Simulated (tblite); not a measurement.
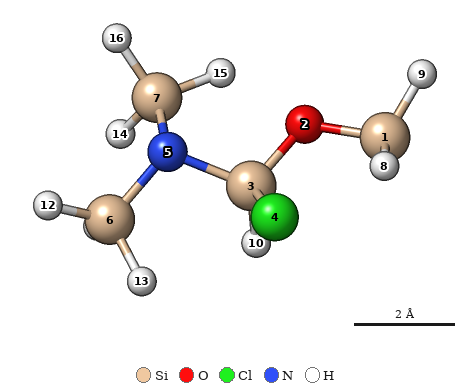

Figure 1. The starting structure (ball-and-stick view, seen at a tilt; atoms are numbered from 1 in the order of the input). Bond lengths as drawn: Cl–Si 2.08 Å, H–Si 1.46 to 1.48 Å, N–Si 1.79 to 1.81 Å and O–Si 1.72 Å.

**Geometry relaxation of Si4NH9ClO (part 1 of 2)**

System: Si4NH9ClO, multiplicity 2.
Method: GFN2-xTB geometry optimisation, gas phase (tblite 0.8.0).

It belongs to a series of runs on one base structure; here: H removed from Si.

Input:
```
{"job": {"kind": "relax", "xc": "GFN2-xTB", "basis": "xTB"}, "charge": 0, "multiplicity": 2}
Si     3.410200     0.415400    -0.076400
O      1.730500     0.801600    -0.047600
Si     0.756700    -0.594500     0.195300
Cl     1.663900    -1.928000     1.512900
N     -0.837600    -0.029800     0.840800
Si    -2.099400    -1.225300     0.379000
Si    -1.335300     1.525100     0.103400
H      3.705200    -0.654500     0.869500
H      4.211200     1.595600     0.272400
H      0.548500    -1.257900    -1.099500
H     -2.702400    -0.765100    -0.881000
H     -3.094000    -1.324300     1.444700
H     -1.442200    -2.502900     0.095600
H     -2.355800     1.256500    -0.933300
H     -0.210500     2.260500    -0.499800
H     -1.956600     2.436600     1.079800
```

The first line tells a small driver script what to run in tblite; the rest is the geometry in Å.

Command:
```bash
OMP_NUM_THREADS=1 python <driver script> task.json out
```

What the program printed:
```
step      E/eV     max force
  0    -630.42913    2.844
  1    -630.67243    2.005
  2    -630.93646    1.903
  3    -631.02139    1.052
  4    -631.14216    0.836
  5    -631.19016    0.846
  6    -631.38214    0.980
  7    -631.43745    0.814
  8    -631.51050    0.578
  9    -631.55624    0.714
 10    -631.61341    0.757
 11    -631.66652    0.548
 12    -631.70514    0.311
 13    -631.72139    0.289
 14    -631.73236    0.255
 15    -631.74013    0.213
 16    -631.74749    0.289
 17    -631.75683    0.311
 18    -631.76896    0.333
 19    -631.78028    0.284
 20    -631.78744    0.194
 21    -631.79188    0.183
 22    -631.79601    0.163
 23    -631.80165    0.204
 24    -631.80910    0.223
 25    -631.81771    0.279
 26    -631.82598    0.269
 27    -631.83258    0.177
 28    -631.83670    0.143
 29    -631.83951    0.145
 30    -631.84292    0.150
 31    -631.84752    0.185
 32    -631.85237    0.177
 33    -631.85585    0.131
 34    -631.85818    0.119
 35    -631.86020    0.118
 36    -631.86448    0.148
 37    -631.86991    0.206
 38    -631.87575    0.178
 39    -631.87939    0.085
 40    -631.88126    0.083
 41    -631.88250    0.087
 42    -631.88425    0.117
 43    -631.88703    0.124
 44    -631.89071    0.141
 45    -631.89351    0.233
 46    -631.89326    0.234
 47    -631.89651    0.079
 48    -631.89767    0.083
 49    -631.90279    0.135
 50    -631.90515    0.133
 51    -631.90814    0.123
 52    -631.90986    0.125
 53    -631.91178    0.120
 54    -631.91362    0.106
 55    -631.91545    0.085
 56    -631.91685    0.075
 57    -631.91775    0.071
 58    -631.91790    0.118
 59    -631.91883    0.063
 60    -631.91917    0.047
 61    -631.91962    0.040
 62    -631.92000    0.063
 63    -631.92057    0.064
 64    -631.92111    0.068
 65    -631.92152    0.044
 66    -631.92185    0.041
 67    -631.92219    0.055
 68    -631.92248    0.045
 69    -631.92270    0.041
 70    -631.92288    0.029
 71    -631.92307    0.022
 72    -631.92318    0.021
 73    -631.92327    0.022
 74    -631.92335    0.022
 75    -631.92347    0.027
 76    -631.92365    0.033
 77    -631.92389    0.031
 78    -631.92409    0.031
 79    -631.92421    0.024
 80    -631.92429    0.025
 81    -631.92439    0.024
 82    -631.92476    0.041
 83    -631.92512    0.062
 84    -631.92562    0.067
 85    -631.92600    0.046
 86    -631.92629    0.033
 87    -631.92654    0.043
 88    -631.92698    0.056
 89    -631.92782    0.065
 90    -631.92833    0.090
 91    -631.92879    0.179
 92    -631.92999    0.071
 93    -631.93059    0.043
 94    -631.93180    0.078
 95    -631.93285    0.116
 96    -631.93380    0.087
 97    -631.93462    0.059
 98    -631.93534    0.057
 99    -631.93597    0.075
100    -631.93710    0.093
101    -631.93807    0.077
102    -631.93889    0.077
103    -631.93944    0.080
104    -631.94009    0.092
105    -631.94014    0.123
106    -631.94188    0.094
107    -631.94325    0.085
108    -631.94606    0.152
109    -631.94831    0.076
110    -631.95000    0.071
111    -631.94999    0.168
112    -631.95159    0.038
113    -631.95189    0.044
114    -631.95224    0.063
115    -631.95246    0.055
116    -631.95300    0.041
117    -631.95347    0.047
118    -631.95412    0.061
119    -631.95453    0.041
120    -631.95479    0.033
121    -631.95497    0.033
122    -631.95516    0.031
123    -631.95543    0.055
124    -631.95573    0.066
125    -631.95607    0.055
126    -631.95630    0.025
127    -631.95639    0.023
128    -631.95642    0.015
129    -631.95646    0.016
130    -631.95654    0.026
131    -631.95664    0.034
132    -631.95680    0.037
133    -631.95695    0.030
134    -631.95707    0.021
135    -631.95716    0.018
136    -631.95721    0.017
137    -631.95725    0.018
138    -631.95729    0.016
139    -631.95734    0.019
140    -631.95742    0.031
141    -631.95756    0.041
142    -631.95773    0.037
143    -631.95788    0.039
144    -631.95799    0.035
145    -631.95810    0.028
146    -631.95822    0.027
147    -631.95832    0.017
148    -631.95838    0.018
149    -631.95842    0.017
150    -631.95847    0.018
151    -631.95854    0.018
152    -631.95860    0.016
153    -631.95864    0.013
154    -631.95866    0.013
155    -631.95869    0.011
156    -631.95872    0.010
```

Trajectory as extended XYZ (Å, eV, eV/Å), 30 of the 157 frames kept, from step=0 to step=156:
```
16
Properties=species:S:1:pos:R:3:forces:R:3 step=0 energy=-630.42913
Si    3.4102    0.4154   -0.0764   -0.4490   0.6600   0.0680
O     1.7305    0.8016   -0.0476    0.3600  -2.7560   0.6040
Si    0.7567   -0.5945    0.1953   -0.4150   1.7450   0.6970
Cl    1.6639   -1.9280    1.5129   -0.9270   0.6180  -0.5920
N    -0.8376   -0.0298    0.8408    0.5270  -0.5330  -1.8840
Si   -2.0994   -1.2253    0.3790    0.4020   0.0880   0.4000
Si   -1.3353    1.5251    0.1034    0.2930   0.5300   0.2460
H     3.7052   -0.6545    0.8695    0.1240   0.1250  -0.2160
H     4.2112    1.5956    0.2724   -0.4280   0.0420  -0.1500
H     0.5485   -1.2579   -1.0995    0.4170   0.1200   0.2490
H    -2.7024   -0.7651   -0.8810   -0.0980  -0.4260   0.1190
H    -3.0940   -1.3243    1.4447    0.1610   0.1070  -0.0060
H    -1.4422   -2.5029    0.0956   -0.1040  -0.0100   0.1560
H    -2.3558    1.2565   -0.9333    0.2670   0.3140   0.0710
H    -0.2105    2.2605   -0.4998   -0.2330  -0.2500   0.1170
H    -1.9566    2.4366    1.0798    0.1020  -0.3750   0.1200
16
Properties=species:S:1:pos:R:3:forces:R:3 step=5 energy=-631.19016
Si    3.4344    0.4377   -0.0768    0.1900  -0.0160  -0.1850
O     1.8004    0.6106    0.0282   -0.2500  -0.0520   0.1420
Si    0.7092   -0.5786    0.2132    0.0730   0.7250  -0.1670
Cl    1.5173   -1.8596    1.4648   -0.1950  -0.5060   0.6490
N    -0.8608   -0.0141    0.6438    0.1720  -0.2540  -0.0150
Si   -2.0828   -1.2402    0.3902   -0.1580  -0.0840  -0.0570
Si   -1.3290    1.5741    0.1064   -0.0160   0.4090  -0.1290
H     3.7357   -0.6376    0.8293    0.3350  -0.2730   0.0770
H     4.1431    1.6496    0.2615   -0.2320   0.3680   0.0190
H     0.6178   -1.2341   -1.0577    0.1340  -0.3090  -0.6090
H    -2.7198   -0.8370   -0.8536   -0.2590  -0.1950  -0.1750
H    -3.0612   -1.2978    1.4611    0.1090   0.1120   0.2140
H    -1.4477   -2.5192    0.1289    0.0650  -0.1760   0.1730
H    -2.3163    1.3143   -0.9250   -0.2120   0.2260  -0.2810
H    -0.2010    2.2502   -0.4946    0.2160   0.1250   0.0060
H    -1.9468    2.3906    1.1363    0.0290  -0.0990   0.3380
16
Properties=species:S:1:pos:R:3:forces:R:3 step=11 energy=-631.66652
Si    3.5175    0.4601   -0.0381    0.2830  -0.2690  -0.1530
O     1.8959    0.5026    0.1432   -0.5230   0.1650   0.0040
Si    0.7289   -0.5976    0.1242   -0.2100  -0.4520   0.0150
Cl    1.1267   -1.8983    1.6150   -0.0230   0.1600  -0.1470
N    -0.8761   -0.0077    0.3599    0.0200  -0.2860  -0.0380
Si   -2.1070   -1.2681    0.3557   -0.1560   0.0720  -0.1480
Si   -1.3314    1.6551    0.0684   -0.0430  -0.0080  -0.2770
H     3.9724   -0.6788    0.7410    0.1460   0.0800   0.0190
H     3.8867    1.8233    0.2358    0.0610   0.2430   0.1540
H     0.8018   -1.2874   -1.1698    0.0960   0.0190   0.1510
H    -2.8951   -1.0592   -0.8877    0.1460  -0.0750   0.3760
H    -2.9315   -1.1923    1.5776    0.2050   0.1180  -0.2270
H    -1.4527   -2.5840    0.2818   -0.1150   0.2130   0.0180
H    -2.3499    1.5757   -1.0162    0.2000   0.1690   0.3280
H    -0.1221    2.3175   -0.4473   -0.2250   0.0030   0.1740
H    -1.8717    2.2480    1.3126    0.1390  -0.1520  -0.2500
16
Properties=species:S:1:pos:R:3:forces:R:3 step=16 energy=-631.74749
Si    3.5117    0.4671   -0.0323   -0.0530   0.0400   0.0410
O     1.8716    0.4799    0.1604    0.0470   0.0020  -0.0170
Si    0.7237   -0.6435    0.1046    0.0240  -0.1220  -0.0380
Cl    1.0267   -1.8907    1.6408    0.1000  -0.0020  -0.0150
N    -0.8784   -0.0389    0.2659    0.0530   0.0040  -0.0650
Si   -2.1198   -1.2624    0.3387   -0.0140  -0.0200   0.0130
Si   -1.3173    1.6336    0.0407    0.0490   0.0100   0.0160
H     4.0669   -0.6633    0.7184   -0.0780   0.2670  -0.0770
H     3.8193    1.8631    0.2541    0.0010  -0.1550   0.0800
H     0.8729   -1.3161   -1.1833    0.0290  -0.0990   0.0670
H    -2.9389   -1.1246   -0.8550   -0.1270   0.0540  -0.0920
H    -2.8678   -1.1313    1.5768   -0.0920   0.1460   0.1280
H    -1.4782   -2.5657    0.3228    0.0330  -0.1420  -0.0500
H    -2.3451    1.6811   -0.9967   -0.0810  -0.0020  -0.0400
H    -0.1333    2.3468   -0.4025    0.1310   0.0620  -0.0210
H    -1.8217    2.1737    1.3027   -0.0210  -0.0430   0.0690
16
Properties=species:S:1:pos:R:3:forces:R:3 step=22 energy=-631.79601
Si    3.4680    0.5006   -0.0562   -0.0270   0.1290  -0.0210
O     1.8375    0.4575    0.1553    0.0600  -0.0160  -0.0700
Si    0.7254   -0.7044    0.0847   -0.0030   0.1220   0.0090
Cl    1.0337   -1.8972    1.6557    0.0580  -0.0680   0.0530
N    -0.8727   -0.0742    0.1717   -0.0510   0.0570  -0.0400
Si   -2.1453   -1.2666    0.3345    0.0600   0.0430  -0.0070
Si   -1.2824    1.6238    0.0171    0.0240  -0.0610   0.1220
H     4.1073   -0.5600    0.6983   -0.0120  -0.1040   0.0260
H     3.7916    1.8588    0.3262   -0.0370   0.1270   0.0340
H     0.9357   -1.4071   -1.1707   -0.0040  -0.1450  -0.0320
H    -3.0089   -1.1372   -0.8379   -0.0380   0.0240   0.0240
H    -2.8483   -1.0164    1.5946    0.0250  -0.0100  -0.0680
H    -1.5059   -2.5861    0.3214   -0.1330   0.0930   0.0130
H    -2.3540    1.7430   -0.9757    0.0520  -0.0570  -0.0470
H    -0.0984    2.3819   -0.3751   -0.0110  -0.0950  -0.0200
H    -1.7907    2.0927    1.3122    0.0370  -0.0400   0.0230
16
Properties=species:S:1:pos:R:3:forces:R:3 step=27 energy=-631.83258
Si    3.4561    0.5802   -0.0628    0.1080  -0.0140   0.1390
O     1.8257    0.4528    0.0973    0.0470  -0.0460  -0.0760
Si    0.7460   -0.7407    0.0695   -0.0300  -0.0730  -0.0630
Cl    1.0950   -1.9157    1.6599   -0.0310   0.0900  -0.0240
N    -0.8500   -0.0942    0.1018   -0.0010  -0.0910   0.0910
Si   -2.1603   -1.2281    0.3142   -0.1200  -0.0240  -0.0240
Si   -1.2610    1.6042    0.0371    0.0060  -0.0010  -0.0880
H     4.0938   -0.5072    0.6773   -0.0580   0.0620  -0.1040
H     3.7566    1.9241    0.4063   -0.1180   0.0080  -0.0060
H     0.9559   -1.5488   -1.1329   -0.0160   0.0720   0.0760
H    -3.0841   -1.1126   -0.8144    0.0330   0.0880  -0.0090
H    -2.8363   -0.9359    1.5770    0.0110   0.0170   0.0160
H    -1.5979   -2.5701    0.3185    0.0410  -0.0700   0.0140
H    -2.3170    1.7355   -0.9778    0.0540  -0.0140   0.0770
H    -0.0741    2.3418   -0.3700    0.0350   0.0150   0.0210
H    -1.7560    2.0234    1.3551    0.0400  -0.0190  -0.0400
16
Properties=species:S:1:pos:R:3:forces:R:3 step=32 energy=-631.85237
Si    3.4621    0.6352   -0.0330   -0.1000   0.0460  -0.1380
O     1.8347    0.4184    0.0358    0.0040  -0.0130  -0.0310
Si    0.7516   -0.7726    0.0468    0.0000   0.0330   0.0280
Cl    1.0862   -1.8921    1.6700    0.0100  -0.0030   0.1120
N    -0.8464   -0.1344    0.0734   -0.0350   0.0760  -0.0190
Si   -2.1932   -1.2242    0.3012    0.1110  -0.0510   0.0540
Si   -1.2266    1.5727    0.0269    0.0840  -0.0040   0.1050
H     4.1061   -0.4757    0.6363    0.0730  -0.0540   0.0720
H     3.6670    1.9845    0.4596   -0.0800   0.0100   0.0680
H     0.9783   -1.6183   -1.1110   -0.0180  -0.0330  -0.1350
H    -3.1309   -1.0772   -0.8099    0.0330   0.0490  -0.0270
H    -2.8133   -0.8725    1.5759   -0.0660  -0.0240   0.0350
H    -1.6454   -2.5768    0.3335   -0.0330  -0.0030  -0.0230
H    -2.2873    1.7522   -0.9590   -0.0670  -0.0230  -0.0840
H    -0.0441    2.3310   -0.3493    0.0650  -0.0210  -0.0160
H    -1.7063    1.9588    1.3590    0.0190   0.0160   0.0000
16
Properties=species:S:1:pos:R:3:forces:R:3 step=38 energy=-631.87575
Si    3.4434    0.6859   -0.0519   -0.0670  -0.0590   0.0740
O     1.8308    0.3797   -0.0609    0.0640  -0.0020  -0.0080
Si    0.7553   -0.8131    0.0340    0.0500   0.0150   0.0290
Cl    1.1287   -1.8477    1.7149   -0.0230   0.0370  -0.0730
N    -0.8312   -0.1503    0.0817   -0.0040  -0.0690   0.0660
Si   -2.1925   -1.2183    0.3158   -0.0620   0.0240   0.0060
Si   -1.1832    1.5602    0.0386   -0.0490   0.0020  -0.1710
H     4.1045   -0.4302    0.6189    0.0100   0.1100  -0.0530
H     3.5445    2.0109    0.5458   -0.0470  -0.0660  -0.0020
H     0.9495   -1.6669   -1.1294   -0.0300  -0.0420   0.0230
H    -3.1067   -0.9879   -0.8031    0.0050  -0.0300  -0.0150
H    -2.8498   -0.8627    1.5786    0.0630  -0.0660  -0.0360
H    -1.7031   -2.5953    0.3142   -0.0010   0.0650   0.0110
H    -2.2563    1.7116   -0.9592    0.1190   0.0380   0.0890
H     0.0179    2.2883   -0.3496   -0.0330  -0.0180   0.0060
H    -1.6594    1.9448    1.3677    0.0050   0.0610   0.0530
16
Properties=species:S:1:pos:R:3:forces:R:3 step=43 energy=-631.88703
Si    3.4060    0.7551   -0.0393    0.0700   0.0460  -0.0510
O     1.8374    0.3225   -0.1583   -0.0740  -0.0280  -0.0120
Si    0.7675   -0.8637    0.0097   -0.1000  -0.0640  -0.0360
Cl    1.1367   -1.8011    1.7420    0.0170  -0.0290  -0.0240
N    -0.8174   -0.1918    0.0552    0.0170   0.0560   0.0100
Si   -2.2166   -1.2009    0.3111    0.0010   0.0200  -0.0340
Si   -1.1329    1.5268    0.0324    0.0210   0.0330   0.1060
H     4.1415   -0.3388    0.5717    0.0560  -0.0020   0.0280
H     3.3806    2.0360    0.6473   -0.0230  -0.0010   0.0330
H     0.9487   -1.7692   -1.1206   -0.0380   0.0210   0.0960
H    -3.1315   -0.9350   -0.7978   -0.0190  -0.0330  -0.0250
H    -2.8374   -0.8253    1.5812    0.0050  -0.0330   0.0320
H    -1.7787   -2.5893    0.3179    0.0470  -0.0470  -0.0080
H    -2.2011    1.7308   -0.9435   -0.0220   0.0320  -0.0470
H     0.0722    2.2533   -0.3338    0.0260  -0.0070  -0.0340
H    -1.5826    1.8996    1.3806    0.0160   0.0370  -0.0330
16
Properties=species:S:1:pos:R:3:forces:R:3 step=48 energy=-631.89767
Si    3.3658    0.8161   -0.0470   -0.0020  -0.0180   0.0260
O     1.8495    0.2482   -0.2445   -0.0220  -0.0220  -0.0610
Si    0.7551   -0.9044   -0.0103   -0.0090  -0.0010   0.0630
Cl    1.1525   -1.7599    1.7559    0.0110  -0.0780   0.0270
N    -0.8164   -0.2035    0.0536   -0.0040   0.0290   0.0010
Si   -2.2344   -1.1893    0.3059    0.0390  -0.0160  -0.0040
Si   -1.0855    1.5226    0.0460   -0.0070   0.0350  -0.0290
H     4.1900   -0.2318    0.5367    0.0280  -0.0110  -0.0210
H     3.2113    2.0222    0.7482   -0.0080   0.0660   0.0200
H     0.9164   -1.8557   -1.0980   -0.0570  -0.0110   0.0210
H    -3.1354   -0.8973   -0.8099   -0.0210  -0.0350   0.0360
H    -2.8316   -0.8386    1.5974   -0.0040   0.0030  -0.0390
H    -1.8230   -2.5885    0.3106    0.0470  -0.0190  -0.0390
H    -2.1427    1.7511   -0.9419   -0.0060   0.0400   0.0230
H     0.1363    2.2116   -0.3425    0.0050   0.0030   0.0040
H    -1.5153    1.9062    1.3961    0.0110   0.0350  -0.0300
16
Properties=species:S:1:pos:R:3:forces:R:3 step=54 energy=-631.91362
Si    3.3185    0.8516   -0.0301   -0.0380   0.0820  -0.0010
O     1.8639    0.1702   -0.3266    0.0820  -0.0090   0.0670
Si    0.7387   -0.9272    0.0086    0.0010  -0.0820  -0.0240
Cl    1.1688   -1.7841    1.7718   -0.0190   0.0320  -0.0240
N    -0.8184   -0.1893    0.0714    0.0450   0.0220   0.0090
Si   -2.2259   -1.1969    0.2987    0.0070   0.0610  -0.0330
Si   -1.0530    1.5438    0.0442   -0.0080   0.0100  -0.0250
H     4.2435   -0.1431    0.4949   -0.0480  -0.0150  -0.0100
H     3.0787    2.0110    0.8232   -0.0140  -0.0610  -0.0290
H     0.8309   -1.9192   -1.0527   -0.0230   0.0220   0.0240
H    -3.1430   -0.9117   -0.8031   -0.0150   0.0050  -0.0080
H    -2.8276   -0.8752    1.5896   -0.0300   0.0220   0.0570
H    -1.8002   -2.5892    0.2717    0.0560  -0.0630  -0.0210
H    -2.1113    1.8078   -0.9360    0.0190  -0.0120   0.0370
H     0.1913    2.1896   -0.3583   -0.0340  -0.0090   0.0140
H    -1.4623    1.9707    1.3890    0.0190  -0.0050  -0.0320
16
Properties=species:S:1:pos:R:3:forces:R:3 step=59 energy=-631.91883
Si    3.2735    0.9009   -0.0254    0.0180  -0.0330  -0.0060
O     1.8973    0.0943   -0.3690   -0.0210   0.0020   0.0080
Si    0.7400   -0.9584   -0.0003   -0.0060   0.0100   0.0220
Cl    1.1702   -1.7554    1.7868   -0.0110  -0.0230   0.0310
N    -0.8072   -0.1955    0.0652    0.0010   0.0090   0.0260
Si   -2.2257   -1.1895    0.3000    0.0180  -0.0110  -0.0010
Si   -1.0186    1.5394    0.0433    0.0000   0.0060  -0.0010
H     4.2571   -0.0624    0.4543   -0.0320   0.0260  -0.0180
H     2.9516    1.9884    0.8880   -0.0220  -0.0050   0.0060
H     0.7904   -1.9731   -1.0366    0.0120  -0.0100  -0.0210
H    -3.1423   -0.8913   -0.7994   -0.0170   0.0140   0.0030
H    -2.8327   -0.8802    1.5982    0.0450   0.0060  -0.0440
H    -1.8067   -2.5900    0.2492    0.0150   0.0480   0.0040
H    -2.0776    1.8296   -0.9242   -0.0130  -0.0190  -0.0060
H     0.2329    2.1674   -0.3596    0.0070   0.0010  -0.0130
H    -1.4100    1.9846    1.3857    0.0080  -0.0200   0.0100
16
Properties=species:S:1:pos:R:3:forces:R:3 step=65 energy=-631.92152
Si    3.2392    0.9244   -0.0271   -0.0400  -0.0140   0.0130
O     1.9063    0.0519   -0.3786   -0.0010   0.0100  -0.0180
Si    0.7387   -0.9830    0.0034    0.0110   0.0320   0.0040
Cl    1.1539   -1.7539    1.8060   -0.0100  -0.0280   0.0050
N    -0.7965   -0.1953    0.0612   -0.0080   0.0070  -0.0320
Si   -2.2195   -1.1806    0.2904   -0.0060  -0.0040   0.0030
Si   -0.9987    1.5404    0.0390    0.0120   0.0000   0.0140
H     4.2631   -0.0065    0.4232    0.0200  -0.0060  -0.0070
H     2.8689    1.9638    0.9238   -0.0040   0.0070  -0.0020
H     0.7815   -2.0040   -1.0297    0.0090   0.0130   0.0250
H    -3.1555   -0.8826   -0.7927    0.0130   0.0190  -0.0110
H    -2.8094   -0.8682    1.5915    0.0000   0.0090   0.0220
H    -1.7949   -2.5767    0.2391    0.0000  -0.0060  -0.0080
H    -2.0671    1.8414   -0.9173    0.0180  -0.0290   0.0120
H     0.2569    2.1621   -0.3657   -0.0170  -0.0060  -0.0210
H    -1.3744    1.9757    1.3896    0.0010  -0.0030   0.0010
16
Properties=species:S:1:pos:R:3:forces:R:3 step=70 energy=-631.92288
Si    3.2184    0.9353   -0.0232    0.0090   0.0040   0.0170
O     1.9071    0.0399   -0.3947    0.0150   0.0170   0.0120
Si    0.7409   -0.9888    0.0057   -0.0050  -0.0150   0.0070
Cl    1.1520   -1.7558    1.8126   -0.0070  -0.0010  -0.0140
N    -0.7923   -0.1990    0.0519   -0.0010  -0.0130   0.0020
Si   -2.2208   -1.1746    0.2871   -0.0050   0.0050   0.0090
Si   -0.9863    1.5362    0.0427   -0.0060  -0.0070  -0.0090
H     4.2635    0.0165    0.4079   -0.0090   0.0170  -0.0080
H     2.8334    1.9589    0.9414    0.0020  -0.0250  -0.0140
H     0.7840   -2.0176   -1.0178    0.0060  -0.0050   0.0070
H    -3.1571   -0.8621   -0.7923    0.0170   0.0040   0.0020
H    -2.8006   -0.8558    1.5925    0.0010  -0.0050   0.0040
H    -1.8005   -2.5719    0.2331   -0.0120  -0.0050  -0.0100
H    -2.0560    1.8284   -0.9119   -0.0160   0.0050  -0.0020
H     0.2652    2.1546   -0.3748    0.0030   0.0120  -0.0110
H    -1.3585    1.9646    1.3956    0.0090   0.0110   0.0070
```
